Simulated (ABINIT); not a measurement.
**TiO2 (Rutile): G0W0 with ABINIT, start to end**

Wanted: ground state, empty states, screening and self-energy for TiO2 (Rutile).

Method: PBE and many-body steps on it, plane waves, in ABINIT 10.8.3.

**What was measured.**

- Gap 3.03 eV: direct gap, E perpendicular to c; optical experiment; 1.6 K; bulk crystal (literature value) (quoted in “Shallow Valence Band of Rutile GeO2 and P-type Doping”, 2020, arxiv:2011.08928).

- Gap 3.28 eV: optical bandgap after anatase to rutile transformation; spectroscopic ellipsometry; film (polycrystalline sol-gel film on Si(100), annealed at high temperature below 800 °C) (“Photocatalytic Performance of Sol-Gel Prepared TiO2 Thin Films Annealed at Various Temperatures”, 2023, pmc:10419699).

- Gap 3.09 ± 0.06 eV: optical gap from Tauc plot assuming indirect allowed transition; UV/vis diffuse reflectance, Kubelka-Munk and Tauc analysis; film (30 nm ALD shell on quartz particles, grown at 200 C, annealed in air at 500 C; rutile-rich with some anatase) on SiO2 (quartz particles) (“Defect-Mediated Crystallization of the Particulate TiO2 Photocatalyst Grown by Atomic Layer Deposition”, 2024, pmc:11726664).

- Gap 3.05 eV: band gap; bulk crystal (literature experimental value) (quoted in “Hydrogen related defects in titanium dioxide at the interface to palladium”, 2021, arxiv:2112.05953).

Report form: the programs' logs are mostly left out.

### 1. The starting structure

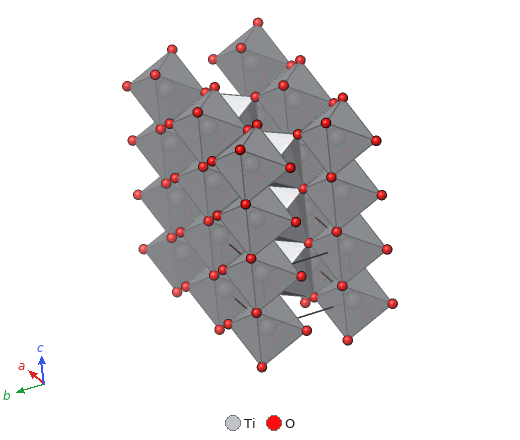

The cell as given, from a free direction (titanium light grey, oxygen red). 2×1×3 cells are drawn. Some periodic images of atoms are drawn too.

The cell and positions come from the Crystallography Open Database and are kept as given unless a step says otherwise.

### 2. Ground state

This step: ABINIT 10.8.3; DFT, PBE, plane waves, norm-conserving pseudopotentials.

The ground-state density comes first.

Input file run.abi:

```
acell 3*1.0 Angstrom
rprim 
  4.592200000000 0.000000000000 0.000000000000
  0.000000000000 4.592200000000 0.000000000000
  0.000000000000 0.000000000000 2.957400000000
ntypat 2
znucl 22 8
natom 6
typat 1 1 2 2 2 2
xred 
  0.000000000000 0.000000000000 0.000000000000
  0.500000000000 0.500000000000 0.500000000000
  0.304960000000 0.304960000000 0.000000000000
  0.195040000000 0.804960000000 0.500000000000
  0.695040000000 0.695040000000 0.000000000000
  0.804960000000 0.195040000000 0.500000000000
pp_dirpath "pseudos"
pseudos "Ti.upf, O.upf"
ecut 38
ngkpt 4 4 8
nshiftk 1
shiftk 0 0 0
kptopt 1
chksymbreak 0
nband 31
occopt 1
tolvrs 1e-10
nstep 60
prtwf 0
indata_prefix "in"
outdata_prefix "out"
tmpdata_prefix "tmp"
```

Command:

```bash
> OMP_NUM_THREADS=1 mpirun -n 8 abinit run.abi > log
```

Run time: 33 s. Hardware: 8 MPI ranks of Arm Neoverse V2, shared host; peak memory 0.64 GiB; 4.3 min of CPU time.

Numbers from this step:

```
total energy               : -5039.8207 eV
gap                        : 1.917 eV
k of the valence top       : 0, 0, 0
k of the conduction bottom : 0, 0, 0
least direct gap           : 1.917 eV
pressure                   : 4.265 GPa
```

The gap is direct, at Γ.

The cutoff was set for levels, not for stress, so the pressure can be off by some GPa.

### 3. Bands along the symmetry lines

Levels along a band path, at the cheap level, show where the edges lie and whether the meshes to come will hold them.

Input file run.abi:

```
acell 3*1.0 Angstrom
rprim 
  4.592200000000 0.000000000000 0.000000000000
  0.000000000000 4.592200000000 0.000000000000
  0.000000000000 0.000000000000 2.957400000000
ntypat 2
znucl 22 8
natom 6
typat 1 1 2 2 2 2
xred 
  0.000000000000 0.000000000000 0.000000000000
  0.500000000000 0.500000000000 0.500000000000
  0.304960000000 0.304960000000 0.000000000000
  0.195040000000 0.804960000000 0.500000000000
  0.695040000000 0.695040000000 0.000000000000
  0.804960000000 0.195040000000 0.500000000000
pp_dirpath "pseudos"
pseudos "Ti.upf, O.upf"
ecut 38
iscf -2
irdden 1
kptopt 0
nkpt 75
kpt 
  0.00000000 0.00000000 0.00000000
  0.00000000 0.06250000 0.00000000
  0.00000000 0.12500000 0.00000000
  0.00000000 0.18750000 0.00000000
  0.00000000 0.25000000 0.00000000
  0.00000000 0.31250000 0.00000000
  0.00000000 0.37500000 0.00000000
  0.00000000 0.43750000 0.00000000
  0.00000000 0.50000000 0.00000000
  0.06250000 0.50000000 0.00000000
  0.12500000 0.50000000 0.00000000
  0.18750000 0.50000000 0.00000000
  0.25000000 0.50000000 0.00000000
  0.31250000 0.50000000 0.00000000
  0.37500000 0.50000000 0.00000000
  0.43750000 0.50000000 0.00000000
  0.50000000 0.50000000 0.00000000
  0.43750000 0.43750000 0.00000000
  0.37500000 0.37500000 0.00000000
  0.31250000 0.31250000 0.00000000
  0.25000000 0.25000000 0.00000000
  0.18750000 0.18750000 0.00000000
  0.12500000 0.12500000 0.00000000
  0.06250000 0.06250000 0.00000000
  0.00000000 0.00000000 0.00000000
  0.00000000 0.00000000 0.06250000
  0.00000000 0.00000000 0.12500000
  0.00000000 0.00000000 0.18750000
  0.00000000 0.00000000 0.25000000
  0.00000000 0.00000000 0.31250000
  0.00000000 0.00000000 0.37500000
  0.00000000 0.00000000 0.43750000
  0.00000000 0.00000000 0.50000000
  0.00000000 0.06250000 0.50000000
  0.00000000 0.12500000 0.50000000
  0.00000000 0.18750000 0.50000000
  0.00000000 0.25000000 0.50000000
  0.00000000 0.31250000 0.50000000
  0.00000000 0.37500000 0.50000000
  0.00000000 0.43750000 0.50000000
  0.00000000 0.50000000 0.50000000
  0.06250000 0.50000000 0.50000000
  0.12500000 0.50000000 0.50000000
  0.18750000 0.50000000 0.50000000
  0.25000000 0.50000000 0.50000000
  0.31250000 0.50000000 0.50000000
  0.37500000 0.50000000 0.50000000
  0.43750000 0.50000000 0.50000000
  0.50000000 0.50000000 0.50000000
  0.43750000 0.43750000 0.50000000
  0.37500000 0.37500000 0.50000000
  0.31250000 0.31250000 0.50000000
  0.25000000 0.25000000 0.50000000
  0.18750000 0.18750000 0.50000000
  0.12500000 0.12500000 0.50000000
  0.06250000 0.06250000 0.50000000
  0.00000000 0.00000000 0.50000000
  0.00000000 0.50000000 0.00000000
  0.00000000 0.50000000 0.06250000
  0.00000000 0.50000000 0.12500000
  0.00000000 0.50000000 0.18750000
  0.00000000 0.50000000 0.25000000
  0.00000000 0.50000000 0.31250000
  0.00000000 0.50000000 0.37500000
  0.00000000 0.50000000 0.43750000
  0.00000000 0.50000000 0.50000000
  0.50000000 0.50000000 0.00000000
  0.50000000 0.50000000 0.06250000
  0.50000000 0.50000000 0.12500000
  0.50000000 0.50000000 0.18750000
  0.50000000 0.50000000 0.25000000
  0.50000000 0.50000000 0.31250000
  0.50000000 0.50000000 0.37500000
  0.50000000 0.50000000 0.43750000
  0.50000000 0.50000000 0.50000000
istwfk *1
nband 36
nbdbuf 7
tolwfr 1e-07
nstep 50
prtwf 0
prtvol 0
indata_prefix "in"
outdata_prefix "out"
tmpdata_prefix "tmp"
```

Run time: 27 s. Hardware: 8 MPI ranks; peak memory 0.69 GiB.

This step gave:

| Property | Result |
| --- | --- |
| gap | 1.917 eV |
| k of the valence top | 0, 0, 0 |
| k of the conduction bottom | 0, 0, 0 |
| least direct gap | 1.917 eV |

The gap is 1.917 eV, as in the run before at this level.

Electronic bands along the path, in eV, zero at the top of the highest filled band:

| point | band 21 | band 22 | band 23 | band 24 | band 25 | band 26 | band 27 | band 28 |
| --- | --- | --- | --- | --- | --- | --- | --- | --- |
| Γ | -0.71 | -0.45 | -0.45 | 0.00 | 1.92 | 2.22 | 2.45 | 2.55 |
| X | -1.64 | -1.64 | -0.74 | -0.74 | 2.59 | 2.59 | 3.06 | 3.06 |
| M | -1.31 | -1.31 | -1.06 | -1.06 | 1.96 | 1.96 | 2.57 | 2.57 |
| Γ | -0.71 | -0.45 | -0.45 | 0.00 | 1.92 | 2.22 | 2.45 | 2.55 |
| Z | -2.35 | -2.35 | -1.42 | -1.42 | 3.01 | 3.01 | 3.21 | 3.21 |
| R | -2.04 | -2.04 | -1.03 | -1.03 | 1.95 | 1.95 | 3.24 | 3.24 |
| A | -1.27 | -1.27 | -0.68 | -0.68 | 2.63 | 2.63 | 3.26 | 3.26 |
| Z | -2.35 | -2.35 | -1.42 | -1.42 | 3.01 | 3.01 | 3.21 | 3.21 |
| jump to X | -1.64 | -1.64 | -0.74 | -0.74 | 2.59 | 2.59 | 3.06 | 3.06 |
| R | -2.04 | -2.04 | -1.03 | -1.03 | 1.95 | 1.95 | 3.24 | 3.24 |
| jump to M | -1.31 | -1.31 | -1.06 | -1.06 | 1.96 | 1.96 | 2.57 | 2.57 |
| A | -1.27 | -1.27 | -0.68 | -0.68 | 2.63 | 2.63 | 3.26 | 3.26 |

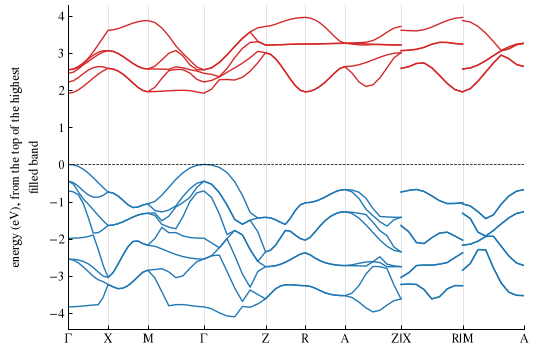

Electronic bands along the path; lines of filled and empty bands in two colours.

### 4. Empty states on the mesh, 2×2×4 mesh, 494 bands

The sums over transitions need many empty states on a uniform mesh; this step solves for them.

Input file run.abi:

```
acell 3*1.0 Angstrom
rprim 
  4.592200000000 0.000000000000 0.000000000000
  0.000000000000 4.592200000000 0.000000000000
  0.000000000000 0.000000000000 2.957400000000
ntypat 2
znucl 22 8
natom 6
typat 1 1 2 2 2 2
xred 
  0.000000000000 0.000000000000 0.000000000000
  0.500000000000 0.500000000000 0.500000000000
  0.304960000000 0.304960000000 0.000000000000
  0.195040000000 0.804960000000 0.500000000000
  0.695040000000 0.695040000000 0.000000000000
  0.804960000000 0.195040000000 0.500000000000
pp_dirpath "pseudos"
pseudos "Ti.upf, O.upf"
ecut 38
ngkpt 2 2 4
nshiftk 1
shiftk 0 0 0
kptopt 1
chksymbreak 0
irdden 1
istwfk *1
nband 494
prtvol 0
optdriver 6
gwr_task "HDIAGO"
paral_kgb 0
occopt 1
indata_prefix "in"
outdata_prefix "out"
tmpdata_prefix "tmp"
```

Wall time 2.4 min (8 MPI ranks); peak memory 10 GiB; 19 min of CPU time.

This step gave:

```yaml
gap: 1.917 eV
k_of_the_valence_top: 0, 0, 0
k_of_the_conduction_bottom: 0, 0, 0
least_direct_gap: 1.917 eV
k_points_computed: 9
lowest_point_of_the_top_converged_band_above_the_valence_top: 205.8604 eV
```

On this mesh the gap is 1.917 eV.

### 5. Screening, 2×2×4 mesh, 486 bands, screening to 274.8 eV

The RPA dielectric matrix is built and inverted for each q.

This step: RPA screening on PBE, plane waves, norm-conserving pseudopotentials.

run.abi: that of step 4 with these lines changed.

```diff
@@ -24,10 +24,11 @@
 chksymbreak 0
-irdden 1
 istwfk *1
-nband 494
-prtvol 0
-optdriver 6
-gwr_task "HDIAGO"
-paral_kgb 0
 occopt 1
+irdwfk 1
+optdriver 3
+nband 486
+ecuteps 10.1
+inclvkb 2
+awtr 1
+symchi 1
 indata_prefix "in"
```

It took 4 min on 8 MPI ranks; peak memory 4.8 GiB.

This step gave:

| Item | Value |
| --- | --- |
| ε∞ with local fields, on this mesh, along the program's q direction | 8.877 |
| the same without local fields | 9.345 |
| plasma frequency | 32.58 eV |
| plane waves in the screening matrix | 623 |

Local fields lower ε∞ by 5 %. On a Γ-centred mesh this coarse the value itself is usually too large, while a short band sum pulls it down.

### 6. Self-energy, 2×2×4 mesh, 486 bands, screening to 274.8 eV

The self-energy is evaluated for the states that the input lists, and the levels follow from it, in one-shot runs by the linearised quasiparticle equation.

This step: G0W0 on PBE, plane waves, norm-conserving pseudopotentials.

run.abi: that of step 5 with these lines changed.

```diff
@@ -27,8 +27,25 @@
 irdwfk 1
-optdriver 3
+optdriver 4
 nband 486
+gwcalctyp 0
+ecutsigx 38
+symsigma 1
+nkptgw 6
+kptgw 
+  0.0000000000 0.0000000000 0.0000000000
+  0.5000000000 0.0000000000 0.0000000000
+  0.5000000000 0.5000000000 0.0000000000
+  0.0000000000 0.0000000000 0.5000000000
+  0.5000000000 0.0000000000 0.5000000000
+  0.5000000000 0.5000000000 0.5000000000
+bdgw 
+  22 26
+  23 26
+  23 26
+  23 26
+  23 26
+  23 26
 ecuteps 10.1
-inclvkb 2
-awtr 1
-symchi 1
+irdscr 1
+ppmodel 1
 indata_prefix "in"
```

It took 4 min on 8 MPI ranks; peak memory 5.3 GiB; 32 min of CPU time.

Numbers from this step:

```
G0W0 gap on the mesh                         : 3.185 eV
starting gap on the mesh                     : 1.917 eV
k of the valence top                         : 0, 0, 0
k of the conduction bottom                   : 0.5, 0, 0.5
Z at the valence top                         : 0.758
Z at the conduction bottom                   : 0.773
least direct G0W0 gap on the computed points : 3.266 eV
```

The gap on the mesh goes from 1.92 eV to 3.19 eV, a correction of +1.27 eV.

Limits: finite bands, cutoff and mesh; coarse k mesh. v1 is the top filled band, c1 the lowest empty one. Levels before and after the correction, in eV, zero at the valence-band top of each column:

|  | conduction bottom | valence top |
| --- | --- | --- |
| Kohn-Sham | 1.92 | 0.00 |
| G0W0 | 3.19 | 0.00 |

|  | level | energy (eV) |
| --- | --- | --- |
| Kohn-Sham | Γ v3-v2 | -0.452 |
| Kohn-Sham | Γ v1 | 0.000 |
| Kohn-Sham | Γ c1 | 1.917 |
| Kohn-Sham | Γ c2 | 2.219 |
| Kohn-Sham | (0.5 0 0.5) v2-v1 | -1.032 |
| Kohn-Sham | (0.5 0 0.5) c1-c2 | 1.953 |
| G0W0 | Γ v3-v2 | -0.496 |
| G0W0 | Γ v1 | 0.000 |
| G0W0 | Γ c1 | 3.266 |
| G0W0 | Γ c2 | 3.491 |
| G0W0 | (0.5 0 0.5) v2-v1 | -1.180 |
| G0W0 | (0.5 0 0.5) c1-c2 | 3.185 |

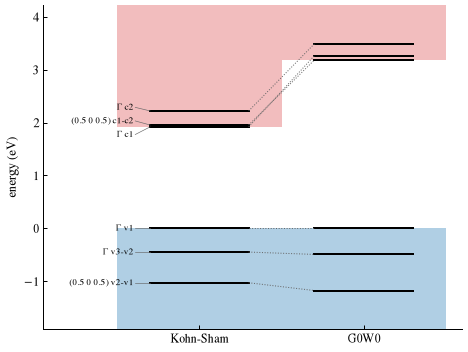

Levels before and after the correction. Shaded: valence and conduction bands.

### 7. Where the time went

Times are wall times on 8 MPI ranks of Arm Neoverse V2, shared host, good to a factor of about two.

| step | time | share | memory (GiB) |
| --- | --- | --- | --- |
| ground state | 33 s | 5 % | 0.64 |
| bands along the symmetry lines | 27 s | 4 % | 0.69 |
| empty states on the mesh | 2.4 min | 21 % | 10 |
| screening | 4 min | 35 % | 4.8 |
| self-energy | 4 min | 35 % | 5.3 |

### 8. Results

| Property | Result |
| --- | --- |
| PBE gap | 1.92 eV, direct |
| G0W0 gap on the mesh | 3.19 eV |
| GW settings | 2×2×4 mesh, 486 bands, screening to 274.8 eV, Godby-Needs plasmon pole |
| known limits | not at the basis limit; coarse k mesh |

What this shows: G0W0 moves the gap on the mesh from 1.92 eV to 3.19 eV (+1.27 eV), with Z of 0.76 and 0.77 at the edges. Local fields lower the RPA ε∞ on this mesh from 9.34 to 8.88; a Γ-centred mesh this coarse tends to raise both, most where the direct gap is narrow, while a short band sum lowers them. G0W0 makes the gap indirect: the least direct gap computed is 3.27 eV. Against experiment, by G0W0@PBE: the direct gap of 3.27 eV lies +0.24 eV from the measured 3.03 eV (direct, 1.6 K, quoted 2020); the gap of 3.19 eV lies −0.09 eV from the measured 3.28 eV (optical, 2023); the gap of 3.19 eV lies +0.10 eV from the measured 3.09 ± 0.06 eV (indirect, on SiO2 (quartz particles), 2024); the gap of 3.19 eV lies +0.14 eV from the measured 3.05 eV (kind not stated, quoted 2021). An exciton line or allowed optical edge lies below the quasiparticle gap by the binding energy; a forbidden edge can push the onset above it. The calculation has static nuclei and no excitons; a measured gap holds zero-point and thermal motion, which mostly lowers it. Bands and cutoff are finite, so the gap is not at the basis limit. The miss can reach some tenths of an eV and take either sign; the mesh is an error of its own. The 2×2×4 mesh is coarse for this cell, which bears on the long-range parts of exchange and screening.

[Paths, hosts, dates, memory and timing lines, banners, echoed tables and standing remarks are left out of the program output.]

[Logs are printed without paths, hosts, clocks, repeated set-up lines and the standing remarks that a program may print on its own settings, such as how far it seeks lower states.]

[Runs of the session that timed out or met a known fault of the program may be left out.]

[Hosts, paths, dates, database ids (printed as entryN), source tags and the programs' standing remarks are cut or masked in the printed files.]

[G0W0 gaps are taken among the corrected bands and points alone; a level outside them can change the order at an edge.]

[Where Ansatz stands beside ABINIT at settings called matched, ABINIT's density can come from a denser mesh and the files from another edition; pairs whose starting gaps differed by over 0.03 eV were left out, so agreement reads better than it is.]
